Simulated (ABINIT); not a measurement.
## A GW chain in ABINIT: GaN (P6_3mc)

Aim: the G0W0 gap of GaN (P6_3mc) on LDA, step by step.

Main program and level: ABINIT 10.8.3; LDA and many-body steps on it, plane waves.

The database entry behind the starting cell has ideal inner coordinates that were not refined, so it need not match the best structure at ambient conditions.

## Step 1: The structure

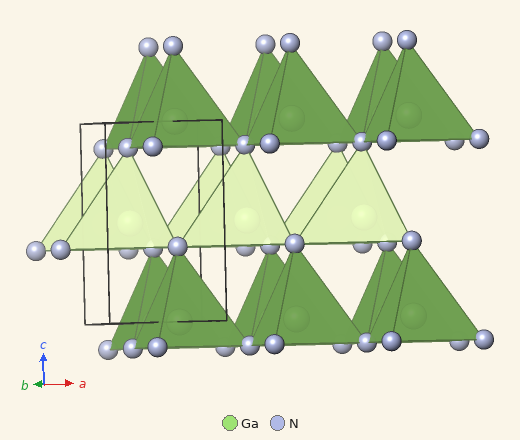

The cell as given, slightly off an axis (gallium green, nitrogen light blue). 3×2×1 cells are drawn. Some periodic images of atoms are drawn too.

The cell and positions come from the Crystallography Open Database and are kept as given unless a step says otherwise.

## Step 2: Ground state

This step: ABINIT 10.8.3; DFT, LDA, plane waves, norm-conserving pseudopotentials.

The ground-state density comes first.

File run.abi:

```
acell 3*1.0 Angstrom
rprim 
  3.190000000016 -0.000000000004 0.000000000000
  -1.595000000005 2.762621038088 0.000000000000
  0.000000000000 0.000000000000 5.189000000000
ntypat 2
znucl 31 7
natom 4
typat 1 1 2 2
xred 
  0.666666666667 0.333333333333 0.000000000000
  0.333333333333 0.666666666667 0.500000000000
  0.666666666667 0.333333333333 0.375000000000
  0.333333333333 0.666666666667 0.875000000000
pp_dirpath "pseudos"
pseudos "Ga.upf, N.upf"
ecut 45
ngkpt 6 6 4
nshiftk 1
shiftk 0 0 0
kptopt 1
chksymbreak 0
nband 32
occopt 1
tolvrs 1e-10
nstep 60
prtwf 0
optforces 0
optstress 0
indata_prefix "in"
outdata_prefix "out"
tmpdata_prefix "tmp"
```

Launch:

```console
$ OMP_NUM_THREADS=1 mpirun -n 8 abinit run.abi > log
```

Numbers of over 12 decimals in the logs are rounded to 6 here.

The log of the run:

```text
.Version 10.8.3 of ABINIT. v10.8.2 released Aug 2026.

 Symmetries : space group P6_3 m c (#186); Bravais hP (primitive hexag.)
================================================================================
 Values of the parameters that define the memory need of the present run
     intxc =       0    ionmov =       0      iscf =       7    lmnmax =       6
     lnmax =       6     mgfft =      60  mpssoang =       3    mqgrid =    3001
     natom =       4  nloc_mem =       1    nspden =       1   nspinor =       1
    nsppol =       1      nsym =      12    n1xccc =    2501    ntypat =       2
    occopt =       1   xclevel =       1
-    mband =          32        mffmem =           1         mkmem =           3
       mpw =        4506          nfft =       96000          nkpt =          21
================================================================================
  Rough estimation (10% accuracy) of disk space for files :
================================================================================

--------------------------------------------------------------------------------
------------- Echo of variables that govern the present computation ------------
--------------------------------------------------------------------------------
 -outvars: echo values of preprocessed input variables --------
            acell      1.8897261259E+00  1.8897261259E+00  1.8897261259E+00 Bohr

      chksymbreak           0
             ecut      4.50000000E+01 Hartree
-          fftalg         312

              ixc       -1012
              kpt      0.00000000E+00  0.00000000E+00  0.00000000E+00
                       1.66666667E-01  0.00000000E+00  0.00000000E+00
                       3.33333333E-01  0.00000000E+00  0.00000000E+00
                       5.00000000E-01  0.00000000E+00  0.00000000E+00
                       1.66666667E-01  1.66666667E-01  0.00000000E+00
                       3.33333333E-01  1.66666667E-01  0.00000000E+00
                       3.33333333E-01  3.33333333E-01  0.00000000E+00
                       0.00000000E+00  0.00000000E+00  2.50000000E-01
                       1.66666667E-01  0.00000000E+00  2.50000000E-01
   [... 10 further rows ...]
                       3.33333333E-01  1.66666667E-01  5.00000000E-01
                       3.33333333E-01  3.33333333E-01  5.00000000E-01
         kptrlatt        6    0    0      0    6    0      0    0    4
          kptrlen      3.61693581E+01
P           mkmem           3
            natom           4
            nband          32
            ngfft          40      40      60
             nkpt          21
            nstep          60
             nsym          12
           ntypat           2
              occ      2.000000  2.000000  2.000000  2.000000  2.000000  2.000000
                       2.000000  2.000000  2.000000  2.000000  2.000000  2.000000
                       2.000000  2.000000  2.000000  2.000000  2.000000  2.000000
                       2.000000  2.000000  2.000000  2.000000  2.000000  2.000000
                       2.000000  2.000000  0.000000  0.000000  0.000000  0.000000
                       0.000000  0.000000
        optforces           0
        optstress           0
            prtwf           0
            rprim      3.1900000000E+00 -4.0000000000E-12  0.0000000000E+00
[...]
spgroup         186

           tolvrs      1.00000000E-10

             xred      6.6666666667E-01  3.3333333333E-01  0.0000000000E+00
[...]
znucl       31.00000    7.00000

================================================================================

 chkinp: Checking input parameters for consistency.

================================================================================
== DATASET  1 ==================================================================
-   mpi_nproc: 8, omp_nthreads: 1 (-1 if OMP is not activated)

--- !DatasetInfo
iteration_state: {dtset: 1, }
dimensions: {natom: 4, nkpt: 21, mband: 32, nsppol: 1, nspinor: 1, nspden: 1, mpw: 4506, }
cutoff_energies: {ecut:  45.0, pawecutdg:  -1.0, }
electrons: {nelect:   5.20000000E+01, charge:   0.00000000E+00, occopt:   1.00000000E+00, tsmear:   1.00000000E-02, }

 Real(R)+Recip(G) space primitive vectors, cartesian coordinates (Bohr,Bohr^-1):
 R(1)=  6.0282263  0.0000000  0.0000000  G(1)=  0.1658863  0.0957745  0.0000000
 R(2)= -3.0141132  5.2205972  0.0000000  G(2)=  0.0000000  0.1915490  0.0000000
 R(3)=  0.0000000  0.0000000  9.8057889  G(3)=  0.0000000  0.0000000  0.1019806
 Unit cell volume ucvol=  3.0859741E+02 bohr^3
 Angles (23,13,12)=  9.00000000E+01  9.00000000E+01  1.20000000E+02 degrees

 getcut: wavevector=  0.0000  0.0000  0.0000  ngfft=  40  40  60
         ecut(hartree)=     45.000   => boxcut(ratio)=   2.02627

--- Pseudopotential description ------------------------------------------------
- Ga Generated using ONCVPSP code by D. R. Hamann
- 31.00000  21.00000  180309                  znucl, zion, pspdat
12 -1012 2 -1 1858                            pspcod,pspxc,lmax,lloc,mmax
     nproj     2     2     2
  pspatm : epsatm=   21.89818218
         --- l  ekb(1:nproj) -->
[...]
pspatm: atomic psp has been read  and splines computed

- N Generated using ONCVPSP code by D. R. Hamann
-  7.00000   5.00000  180309                  znucl, zion, pspdat
12 -1012 1 -1 1058                            pspcod,pspxc,lmax,lloc,mmax
     nproj     2     2     0
  pspatm : epsatm=    5.30777321
         --- l  ekb(1:nproj) -->
[...]
pspatm: atomic psp has been read  and splines computed

   2.82941936E+03                                ecore*ucvol(ha*bohr**3)
--------------------------------------------------------------------------------

_setup2: Arith. and geom. avg. npw (full set) are    4450.160    4450.144

================================================================================

--- !BeginCycle
iteration_state: {dtset: 1, }
solver: {iscf: 7, nstep: 60, nline: 4, wfoptalg: 0, }
tolerances: {tolvrs: 1.00E-10, }

     iter   Etot(hartree)      deltaE(h)  residm     vres2
 ETOT  1  -514.25808187259    -5.143E+02 5.953E-01 2.145E+03
 ETOT  2  -516.08293902612    -1.825E+00 3.172E-02 3.102E+03
 ETOT  3  -516.69111417892    -6.082E-01 6.841E-02 4.858E+01
 ETOT  4  -516.69558679256    -4.473E-03 1.110E-02 3.084E+01
 ETOT  5  -516.69819259320    -2.606E-03 5.074E-03 7.204E+00
 ETOT  6  -516.69940824126    -1.216E-03 1.112E-03 4.252E-01
 ETOT  7  -516.69949102087    -8.278E-05 1.648E-03 7.225E-02
 ETOT  8  -516.69950287821    -1.186E-05 8.913E-04 8.915E-04
 ETOT  9  -516.69950302027    -1.421E-07 1.063E-03 1.368E-04
 ETOT 10  -516.69950304265    -2.238E-08 4.214E-04 7.228E-07
 ETOT 11  -516.69950304283    -1.846E-10 3.969E-04 5.069E-10
 ETOT 12  -516.69950304282     7.390E-12 1.375E-04 2.338E-11

 At SCF step   12       vres2   =  2.34E-11 < tolvrs=  1.00E-10 =>converged.

--- !ResultsGS
iteration_state: {dtset: 1, }
comment   : Summary of ground state results
lattice_vectors:
- [  6.0282263,  -0.0000000,   0.0000000, ]
- [ -3.0141132,   5.2205972,   0.0000000, ]
- [  0.0000000,   0.0000000,   9.8057889, ]
lattice_lengths: [   6.02823,    6.02823,    9.80579, ]
lattice_angles: [ 90.000,  90.000, 120.000, ] # degrees, (23, 13, 12)
lattice_volume:   3.0859741E+02
convergence: {deltae:  7.390E-12, res2:  2.338E-11, residm:  1.375E-04, diffor:  0.000E+00, }
etotal    :  -5.16699503E+02
entropy   :   0.00000000E+00
fermie    :   2.39631527E-01
cartesian_stress_tensor: null
pressure_GPa: null
xred      :
- [  6.6667E-01,   3.3333E-01,   0.0000E+00, Ga]
- [  3.3333E-01,   6.6667E-01,   5.0000E-01, Ga]
- [  6.6667E-01,   3.3333E-01,   3.7500E-01,  N]
- [  3.3333E-01,   6.6667E-01,   8.7500E-01,  N]
cartesian_forces: null
force_length_stats: {min: null, max: null, mean: null, }

 Integrated electronic density in atomic spheres:
 ------------------------------------------------
 Atom  Sphere_radius  Integrated_density
[...]
4        2.00000          5.22145282
================================================================================

 ----iterations are completed or convergence reached----

 Mean square residual over all n,k,spin=   28.684E-08; max=  13.750E-05
 reduced coordinates (array xred) for    4 atoms
       0.666666666667      0.333333333333      0.000000000000
       0.333333333333      0.666666666667      0.500000000000
       0.666666666667      0.333333333333      0.375000000000
       0.333333333333      0.666666666667      0.875000000000
 rms dE/dt=  0.0000E+00; max dE/dt=  0.0000E+00; dE/dt below (all hartree)
    1       0.000000000000      0.000000000000      0.000000000000
    2       0.000000000000      0.000000000000      0.000000000000
    3       0.000000000000      0.000000000000      0.000000000000
    4       0.000000000000      0.000000000000      0.000000000000

 cartesian coordinates (angstrom) at end:
    1      1.595000     0.920874     0.000000
    2      2e-12     1.841747     2.594500
    3      1.595000     0.920874     1.945875
    4      2e-12     1.841747     4.540375
 length scales=  1.889726125908  1.889726125908  1.889726125908 bohr
              =  1.000000000000  1.000000000000  1.000000000000 angstroms
 prteigrs : about to open file out_EIG
 Fermi (or HOMO) energy (hartree) =   0.23963   Average Vxc (hartree)=  -0.44881
 Eigenvalues (hartree) for nkpt=  21  k points:
 kpt#   1, nband= 32, wtk=  0.00694, kpt=  0.0000  0.0000  0.0000 (reduced coord)
  -4.95825   -4.95825   -3.16348   -3.16334   -3.16334   -3.16332   -3.16332   -3.16332
  -0.34223   -0.31192   -0.26167   -0.26080   -0.26080   -0.25863   -0.25863   -0.25199
  -0.25199   -0.24877   -0.24877   -0.19592   -0.02328    0.20088    0.20088    0.23715
   0.23963    0.23963    0.31003    0.39216    0.57142    0.59695    0.59695    0.62900
 prteigrs : prtvol=0 or 1, do not print more k-points.

--- !EnergyTerms
iteration_state     : {dtset: 1, }
comment             : Components of total free energy in Hartree
kinetic             :  2.54802047096249E+02
hartree             :  2.00414981027042E+02
xc                  : -5.66589325994576E+01
Ewald energy        : -2.70513489358838E+02
psp_core            :  9.16864273309064E+00
local_psp           : -5.32940628302238E+02
non_local_psp       : -1.20972123638672E+02
total_energy        : -5.16699503042825E+02
total_energy_eV     : -1.40601097504047E+04
band_energy         : -6.24676551734075E+01

== END DATASET(S) ==============================================================
================================================================================

 -outvars: echo values of variables after computation  --------
           etotal     -5.1669950304E+02
            nband          32
             nkpt          21
          spgroup         186
 [... the other variables as echoed above ...]

 Calculation completed.
```

Wall time 34 s (8 MPI ranks of Arm Neoverse N1, shared host); peak memory 0.64 GiB; 4.5 min of CPU time.

Numbers from this step:

- total energy: -14060.1098 eV
- gap: 1.916 eV
- k of the valence top: 0, 0, 0
- k of the conduction bottom: 0, 0, 0
- least direct gap: 1.916 eV

The gap is direct, at Γ.

[end of part 1 of 3]

[Paths, hosts, dates, memory and timing lines, banners, echoed tables and standing remarks are left out of the program output.]

[Logs are printed without paths, hosts, clocks, repeated set-up lines and the standing remarks that a program may print on its own settings, such as how far it seeks lower states.]

[Runs of the session that timed out or met a known fault of the program may be left out.]

[Hosts, paths, dates, database ids (printed as entryN), source tags and the programs' standing remarks are cut or masked in the printed files.]

[G0W0 gaps are taken among the corrected bands and points alone; a level outside them can change the order at an edge.]

[Where Ansatz stands beside ABINIT at settings called matched, ABINIT's density can come from a denser mesh and the files from another edition; pairs whose starting gaps differed by over 0.03 eV were left out, so agreement reads better than it is.]
